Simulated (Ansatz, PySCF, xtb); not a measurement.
stibine (SMILES [SbH3]) and stibine (SMILES [SbH3]) are pulled apart as rigid monomers along the line of their centres of mass, from the B3LYP-D3(BJ)/def2-TZVP minimum. Starting geometry (charge 0, multiplicity 1):
```csv
atom,x (Å),y (Å),z (Å)
Sb,0.3451,-0.3220,-0.4202
H,1.6069,-0.2715,0.7382
H,-0.4480,-1.5696,0.4464
H,-0.5328,0.8779,0.4312
Sb,-0.4597,-0.0732,3.8755
H,-0.0534,1.5317,3.4360
H,-1.0984,0.4571,5.3788
H,-1.9950,0.0611,3.1286
```

Interaction energies with rigid monomers; basis-set methods are counterpoise corrected unless marked otherwise.

Cores are frozen in the correlated methods. Filled d and f shells under p-block atoms count as core. Rows in LANL2DZ carry no dispersion term and start afresh at each structure. LANL2DZ brings its own core potentials from Na on.

Programs: Ansatz (a program for electronic structure); PySCF for LANL2DZ rows, the dispersion terms; xtb for the GFN methods. Values without a source in brackets are computed. In def2 rows elements past Kr take small-core potentials, without spin–orbit coupling.

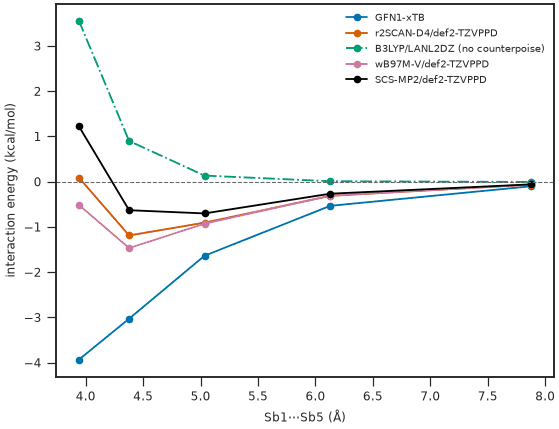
Figure: Interaction energy against separation

Problem. Which level binds most strongly at Sb1···Sb5 = 4.38, and by how much?

Solution. GFN1-xTB, -3.0 kcal/mol.
